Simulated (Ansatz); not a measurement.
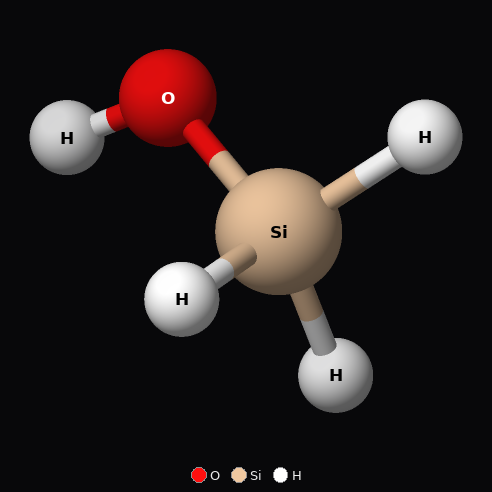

A ball-and-stick model of a molecule.

Computed geometry: PBE0-D4/def2-TZVP optimisation.

Question: Count the atoms of each element.

Answer: H₄OSi, 6 atoms: 4 hydrogen, 1 oxygen and 1 silicon.

Question: How many sets of symmetry-equivalent atoms are there?

Answer: 5: 1 O, 1 Si, 1 H, 2 H, 1 H.

More results for the same structure follow; atom numbers are the same in all pictures, views and colours differ.

**Shape**

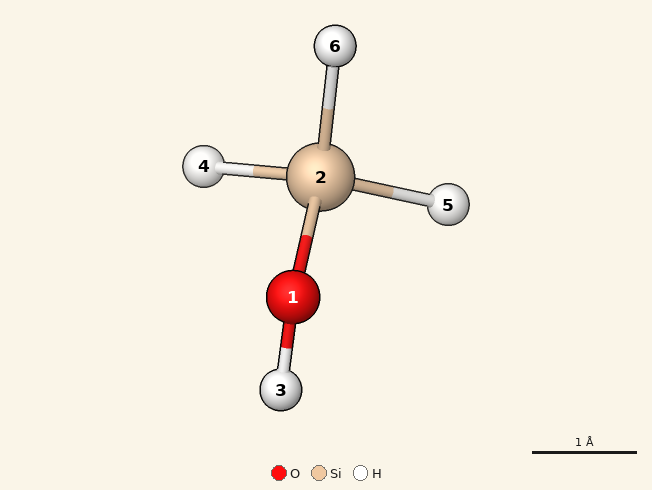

The atoms are numbered.

List the bonds and their lengths.

```json
{"bond": "O1–Si2", "length (Å)": "1.648"}
{"bond": "O1–H3", "length (Å)": "0.958"}
{"bond": "Si2–H4", "length (Å)": "1.489"}
{"bond": "Si2–H5", "length (Å)": "1.489"}
{"bond": "Si2–H6", "length (Å)": "1.480"}
```

**Electronic properties**

Properties computed with RKS PBE0-D4/def2-TZVP (Ansatz 0.2.0).

Computed properties:

- dipole moment: 1.36 D
- harmonic zero-point energy: 100.9 kJ/mol

**Charges**

The questions are on Mulliken charges. Level of theory: RKS PBE0-D4/def2-TZVP (Ansatz 0.2.0).

Give the Mulliken charges atom by atom.

```tsv
atom	value (e)
O1	−0.53
Si2	0.33
H3	0.32
H4	−0.05
H5	−0.05
H6	−0.03
```

**Vibrations**

Harmonic vibrations computed with RKS PBE0-D4/def2-TZVP (Ansatz 0.2.0) at a stationary point of the same level.

Question: List the wavenumbers.

Answer: 12 modes: 197, 680, 719, 848, 908, 947, 967, 993, 2209, 2214, 2261, 3931 cm⁻¹.

Mulliken values depend strongly on the basis set and can even reverse the polarity of a bond.
